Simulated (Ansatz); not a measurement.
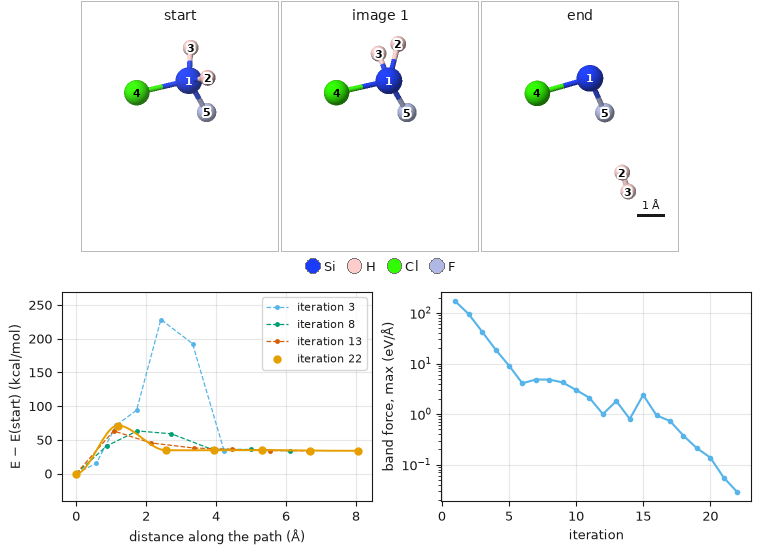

A search for the minimum-energy path of SiH2ClF by the nudged elastic band. Images are numbered from 0 (start) to 6 (end). The plot follows the band through its iterations. The picture is a ball-and-stick view, seen at a tilt.

The calculation used RKS PBE/def2-SVP in Ansatz 0.2.0. Run with 5 movable images; climbing image; force threshold 0.03 eV/Å; iteration limit 60; starting path through a guess of the saddle point.

Question: Judge this run.

Answer: The run is converged, with reservations. The band converged in 22 iterations. The largest component of the band force went from 170 to 0.029 eV/Å. The climbing image converged on the top of the path. Its vibrational analysis gives one imaginary mode (1324i cm⁻¹), as a transition state must have. The first iteration put the highest image at 767.4 kcal/mol. The energy climbs by 71.4 kcal/mol to image 1 and then falls by 37.4 kcal/mol, so the end point sits at +34.0 kcal/mol.

The run took 2.2 min on 1 thread of Arm Neoverse V1 (shared host), peak memory 0.1 GiB.
